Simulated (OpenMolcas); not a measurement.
## AlF2: single-point calculation

System: AlF2, multiplicity 4.
Method: M06-2X/STO-3G, UKS (OpenMolcas 26.06).

The geometry is that of the parent species in another charge or spin state. The geometry comes from this level: PBE0-D4/def2-TZVP.

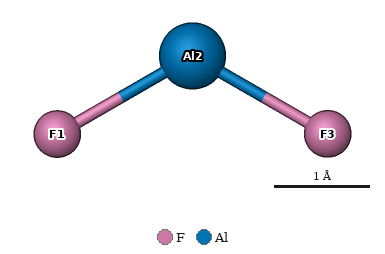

The structure as given in the input (ball-and-stick view, seen at an oblique angle; atoms are numbered from 1 in the order of the input). Sticks mark near contacts.

### Summary

- outcome: converged
- total energy: −436.000612 hartree
- basis functions: 19
- ⟨S²⟩: 3.750
- dipole moment: 0.20 debye
- hardware: 1 thread of Arm Neoverse V2, 24 GiB of memory available, shared host
- wall time: 6 s
- peak memory: 0.37 GiB

### Input
```
* AlF2 Kohn-Sham DFT
>>> EXPORT MOLCAS_PRINT=2

&GATEWAY
 BasLib=$CurrDir
 Coord=struct.xyz
 Basis=STO-3G
 Group=NoSym

&SEWARD
 GridInput
 Grid=UltraFine
 End of Grid

&SCF
 UHF
 Spin=4
 KSDFT=M062X
 Thresholds=1e-10 1e-07 1e-07 1e-05
 PrOrbitals=1 1
```

### File struct.xyz
```
3

F      0.533000    -1.361200     0.136400
Al     0.388700     0.275400     0.245200
F     -0.932500     1.021000    -0.394800
```

Run as:
```bash
export MOLCAS_MEM=1860
pymolcas mol.inp > mol.log
```

### Log
```
--- Start Module: gateway ---

                                              &GATEWAY

                       available to each process: 1.9 GB of memory, 1 thread

 Basis Set     1 Label: F.STO-3G
 Basis set is read from library:.
 basistype.tbl is not found

 Basis Set     2 Label: AL.STO-3G
 Basis set is read from library:.
 basistype.tbl is not found

 Basis Set     3 Label: F.STO-3G
 Basis set is read from library:.
 basistype.tbl is not found

++    Symmetry information:
      ---------------------

                    Character Table for C1

                             E
                    a        1  x, y, xy, Rz, z, xz, Ry, yz, Rx, I
--

++    Basis set information:
      ----------------------

      Basis set label: F.STO-3G.........

      Electronic valence basis set:
      ------------------
      Associated Effective Charge   9.000000 au
      Associated Actual Charge      9.000000 au
      Nuclear Model: Point charge

      Shell  nPrim  nBasis  Cartesian Spherical Contaminant
         s       6       2        X
         p       3       1        X

      Basis set label: AL.STO-3G.........

      Electronic valence basis set:
      ------------------
      Associated Effective Charge  13.000000 au
      Associated Actual Charge     13.000000 au
      Nuclear Model: Point charge

      Shell  nPrim  nBasis  Cartesian Spherical Contaminant
         s       9       3        X
         p       6       2        X

      Basis set label: F.STO-3G.........

      Electronic valence basis set:
      ------------------
      Associated Effective Charge   9.000000 au
      Associated Actual Charge      9.000000 au
      Nuclear Model: Point charge

      Shell  nPrim  nBasis  Cartesian Spherical Contaminant
         s       6       2        X
         p       3       1        X
--

++    Molecular structure info:
      -------------------------

                    ************************************************
                    **** Cartesian Coordinates / bohr, angstrom ****
                    ************************************************

     Center  Label                x              y              z                     x              y              z
        1      F1               1.007224      -2.572295       0.257759              0.533000      -1.361200       0.136400
        2      AL2              0.734537       0.520431       0.463361              0.388700       0.275400       0.245200
        3      F3              -1.762170       1.929410      -0.746064             -0.932500       1.021000      -0.394800

                    ***************************************
                    *    InterNuclear Distances / bohr    *
                    ***************************************

               1 F1            2 AL2           3 F3
    1 F1       0.000000
    2 AL2      3.111524        0.000000
    3 F3       5.379828        3.111507        0.000000

                    *******************************************
                    *    InterNuclear Distances / angstrom    *
                    *******************************************

               1 F1            2 AL2           3 F3
    1 F1       0.000000
    2 AL2      1.646548        0.000000
    3 F3       2.846883        1.646538        0.000000
--

            Nuclear Potential Energy             90.26075288 au

--- Stop Module: gateway /rc=_RC_ALL_IS_WELL_ ---

--- Start Module: seward ---

                                              &SEWARD

                       available to each process: 1.9 GB of memory, 1 thread

               SEWARD will generate:
                  Multipole Moment integrals up to order  2
                  Kinetic Energy integrals
                  Nuclear Attraction integrals (point charge)
                  One-Electron Hamiltonian integrals
                  Velocity integrals
                  Orbital angular momentum around (  0.0843   0.0281   0.0496 )
                  Velocity quadrupole around (  0.0843   0.0281   0.0496 )
                  Two-Electron Repulsion integrals

                   Integrals are discarded if absolute value <: 1.00E-14
                   Integral cutoff threshold is set to       <: 1.00E-16

            Nuclear Potential Energy             90.26075288 au

      Basis set specifications :
      Symmetry species         a
      Basis functions           19

--- Stop Module: seward /rc=_RC_ALL_IS_WELL_ ---

--- Start Module: scf ---

                                                &SCF

                       available to each process: 1.9 GB of memory, 1 thread

++    Input section:
      --------------

      Header of the integral files:

      Cartesian coordinates in angstrom:
      -----------------------------------------------------
      No.  Label        X            Y            Z
      -----------------------------------------------------
       1   F1         0.53300000  -1.36120000   0.13640000
       2   AL2        0.38870000   0.27540000   0.24520000
       3   F3        -0.93250000   1.02100000  -0.39480000
      -----------------------------------------------------
      Nuclear repulsion energy =   90.26075288
--

++    Orbital specifications:
      -----------------------

      Symmetry species               1
                                     a
      Frozen orbitals                0
      Start temperature = 0.500
      End temperature   = 0.010
      Temperature Factor= 0.460
      Deleted orbitals               0
      Total number of orbitals      19
      Number of basis functions     19
--

      Molecular charge                           0.000

      Numerical integration parameters
      --------------------------------
      Radial quadrature type:                         MHL
      Size of radial grid:                            99
      Lebedev angular grid:                           41
      Angular grid pruned with the crowding factor:  1.00E+10
                                 and fading factor:  1.00E+01
      Screening threshold for integral computation:   1.00E-11
      Radial quadrature accuracy:                     1.00E-25
      Maximum batch size:                             128
      AO values are stored on disk
      The same grid will be used for all iterations.

      DFT functional specifications
      -----------------------------
      Using Libxc version: 6.2.2
      Please cite the following reference:
      S. Lehtola, C. Steigemann, M. J.T. Oliveira, and M. A.L. Marques.,  SoftwareX 7, 1–5 (2018) doi:10.1016/j.softx.2017.11.002

      * Minnesota M06-2X hybrid exchange functional
        - Y. Zhao and D. G. Truhlar.,  Theor. Chem. Acc. 120, 215 (2008) doi:10.1007/s00214-007-0310-x
      * Minnesota M06-2X correlation functional
        - Y. Zhao and D. G. Truhlar.,  Theor. Chem. Acc. 120, 215 (2008) doi:10.1007/s00214-007-0310-x

++    Optimization specifications:
      ----------------------------

      SCF Algorithm: Conventional USCF
      D(i)-D(i-1) density differences are used
      Number of density matrices in core                 5
      Maximum number of NDDO SCF iterations            400
      Maximum number of HF SCF iterations              400
      Threshold for SCF energy change             1.00E-10
      Threshold for density matrix                1.00E-07
      Threshold for Fock matrix                   1.00E-07
      Threshold for linear dependence             1.00E-09
      Threshold at which DIIS is turned on        1.50E-01
      Maximum depth in the DIIS procedure                5
      Maximum depth in the BFGS Hessian update          30
      Threshold at which QNR/C2DIIS is turned on  7.50E-02
      Threshold for Norm(delta) (QNR/C2DIIS)      1.00E-05
      All orbitals punched on: UHFORB
--

      Input vectors read from INPORB
      Orbital file label: *Guess orbitals

++ Convergence information
                               UHF M062X      iterations: Energy and convergence statistics

Iter     Tot. M062X      One-elec.       Two-elec.     Energy      Max Dij or  Max Fij      DNorm      TNorm      AccCon     Time
         Energy          Energy          Energy        Change      Delta Norm                                                in Sec.
   1  -433.496836308  -810.185796687   286.428207499   0.00E+00    7.32E-02*   7.07E-01*    8.73E+00   8.33E+01   None         0.
   2  -435.286281713  -813.242517375   287.695482782  -1.79E+00*   2.69E-01*   1.30E-01*    2.50E+00   8.30E+01   EDIIS        0.
   3  -435.611642547  -812.372157289   286.499761862  -3.25E-01*   1.05E-01*   6.38E-02*    2.00E+00   8.30E+01   EDIIS        0.
   4  -435.857277572  -812.980174507   286.862144054  -2.46E-01*   9.62E-02*   4.17E-02*    1.11E+00   8.30E+01   EDIIS        0.
   5  -435.917965196  -812.557017832   286.378299756  -6.07E-02*   7.14E-02*   2.82E-02*    7.96E-01   8.30E+01   EDIIS        0.
   6  -435.955728255  -812.676981179   286.460500043  -3.78E-02*   5.03E-02*   1.54E-02*    8.27E-01   8.30E+01   EDIIS        0.
   7  -436.000254064  -812.635948228   286.374941284  -4.45E-02*   3.30E-02*   8.08E-03*    5.86E-01   8.30E+01   EDIIS        0.
   8  -436.000490561  -812.640767418   286.379523976  -2.36E-04*   9.78E-02*   1.29E-02*    7.78E-02   8.30E+01   EDIIS        0.

       Fermi aufbau procedure completed!
      nOcc(alpha)=   17
      nOcc(beta) =   14

   9  -435.999718312  -812.635285796   286.374814604   7.72E-04*   7.51E-03*   7.26E-03*    1.22E-01   8.30E+01   c2DIIS       0.
  10  -436.000611008  -812.635391752   286.374027863  -8.93E-04*   2.31E-03*   3.64E-04*    1.32E-02   8.30E+01   QNRc2DIIS    0.
  11  -436.000611748  -812.636050554   286.374685926  -7.40E-07*   3.02E-03*   2.10E-04*    3.68E-03   8.30E+01   QNRc2DIIS    0.
  12  -436.000611335  -812.636078293   286.374714078   4.13E-07*   1.96E-03*   4.22E-04*    4.05E-03   8.30E+01   QNRc2DIIS    0.
  13  -436.000611924  -812.635657752   286.374292947  -5.89E-07*   1.09E-04*   2.67E-05*    2.63E-03   8.30E+01   QNRc2DIIS    0.
  14  -436.000611926  -812.635760299   286.374395492  -2.27E-09*   3.42E-05*   2.56E-06*    1.75E-04   8.30E+01   QNRc2DIIS    0.
  15  -436.000611926  -812.635762217   286.374397411  -1.14E-10*   3.94E-06    7.05E-07*    5.87E-05   8.30E+01   QNRc2DIIS    0.
  16  -436.000611926  -812.635761828   286.374397021  -3.98E-12    1.35E-05*   5.55E-07*    6.30E-06   8.30E+01   QNRc2DIIS    0.
  17  -436.000611926  -812.635760937   286.374396130  -6.25E-12    9.34E-07    6.74E-08     2.14E-05   8.30E+01   QNRc2DIIS    0.

       Convergence after  17 Iterations
--

 *****************************************************************************************************************************
 *                                             SCF/KS-DFT Program, Final results                                             *
 *                                                       Final Results                                                       *
 *****************************************************************************************************************************

::    Total KS-DFT energy                            -436.0006119261
      One-electron energy                            -812.6357609370
      Two-electron energy                             286.3743961304
      Nuclear repulsion energy                         90.2607528805
      Kinetic energy (interpolated)                   430.3903758584
      Virial theorem                                    1.0130352266
      Total spin, S(S+1)                                3.7504356608
      Total spin, S                                     1.5001089122
      Max non-diagonal density matrix element           0.0000005792
      Max non-diagonal Fock matrix element              0.0000000554

      All orbitals with orbital energies smaller than  E(LUMO)+0.5 are printed

++    Molecular orbitals:
      -------------------

      Title: UKS-DFT orbitals (alpha)

      Molecular orbitals for symmetry species 1: a

          Orbital            1         2         3         4         5         6         7         8         9        10
          Energy          -56.0177  -24.9325  -24.9325   -4.0499   -2.4638   -2.4605   -2.4592   -1.2319   -1.2236   -0.4438
          Occ. No.          1.0000    1.0000    1.0000    1.0000    1.0000    1.0000    1.0000    1.0000    1.0000    1.0000

          Orbital           11        12        13        14        15        16        17        18        19
          Energy           -0.4136   -0.3962   -0.3949   -0.3646   -0.3442   -0.0888    0.0909    0.4252    0.5415
          Occ. No.          1.0000    1.0000    1.0000    1.0000    1.0000    1.0000    1.0000    0.0000    0.0000

--

      All orbitals with orbital energies smaller than  E(LUMO)+0.5 are printed

++    Molecular orbitals:
      -------------------

      Title: UKS-DFT orbitals (beta)

      Molecular orbitals for symmetry species 1: a

          Orbital            1         2         3         4         5         6         7         8         9        10
          Energy          -56.0017  -24.9260  -24.9260   -4.0294   -2.4512   -2.4433   -2.4238   -1.1699   -1.1600   -0.3958
          Occ. No.          1.0000    1.0000    1.0000    1.0000    1.0000    1.0000    1.0000    1.0000    1.0000    1.0000

          Orbital           11        12        13        14        15        16        17
          Energy           -0.3523   -0.3285   -0.3162   -0.1996   -0.0703    0.1897    0.3895
          Occ. No.          1.0000    1.0000    1.0000    1.0000    0.0000    0.0000    0.0000

--

++    Molecular charges:
      ------------------

      Mulliken charges per centre and basis function type
      ---------------------------------------------------

                            F1                      AL2                     F3
                     alpha        beta       alpha        beta       alpha        beta
      1s           1.9859      1.9788      2.8678      2.2053      1.9859      1.9788
      2px          0.9810      0.8537      1.4058      1.0948      0.9397      0.7642
      2pz          0.9955      0.5763      1.8231      1.0913      0.9860      0.5557
      2py          0.9006      0.8371      1.1775      1.1169      0.9513      0.9472
      Total        4.8629      4.2459      7.2743      5.5083      4.8629      4.2459
      Total              9.1087                 12.7825                  9.1087

      Charge           -0.1087                  0.2175                 -0.1087

      Total electronic charge=   31.000000

      Total            charge=   -0.000000
--

++    Molecular orbitals:
      -------------------

      Title: Natural orbitals

      Molecular orbitals for symmetry species 1: a

          Orbital            1         2         3         4         5         6         7         8         9        10
          Energy          -56.0097  -24.9284  -24.9285   -4.0394   -2.4438   -2.4511   -2.4542   -0.9354   -0.8941   -0.4134
          Occ. No.          2.0000    2.0000    2.0000    2.0000    2.0000    2.0000    2.0000    2.0000    2.0000    2.0000

          Orbital           11        12        13        14        15        16        17        18        19
          Energy           -0.3058   -0.3313   -0.6189   -0.6727   -0.2326    0.0491    0.2394    0.5788    0.4530
          Occ. No.          2.0000    2.0000    1.9999    1.9999    1.0000    1.0000    1.0000    0.0001    0.0001

--

++    Molecular properties:
      ---------------------

      Charge (e):
                      =   -0.0000
      Dipole Moment (debye):
      Origin of the operator (angstrom)=    0.0446    0.0149    0.0263
                   X= -1.4087E-01               Y= -1.0671E-01               Z= -8.9637E-02           Total=  1.9816E-01
      Quadrupole Moment (debye*angstrom):
      Origin of the operator (angstrom)=    0.0446    0.0149    0.0263
                  XX= -1.6863E+01              XY=  5.9975E-01              XZ= -4.8078E-02              YY= -1.7433E+01
                  YZ=  2.3945E-01              ZZ= -1.6649E+01
      In traceless form (debye*angstrom)
                  XX=  1.7790E-01              XY=  8.9962E-01              XZ= -7.2118E-02              YY= -6.7697E-01
                  YZ=  3.5917E-01              ZZ=  4.9907E-01
--

--- Stop Module: scf /rc=_RC_ALL_IS_WELL_ ---
--- Module scf spent 4 seconds ---

.##################.
.# Happy landing! #.
.##################.

    Timing: Wall=5.60 User=4.84 System=0.74
```

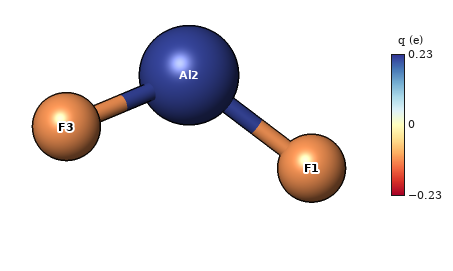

Mulliken charges, as the colour of each atom (ball-and-stick view, seen at a tilt; atoms are numbered from 1 in the order of the input). By element: F −0.11 and Al +0.22 e.
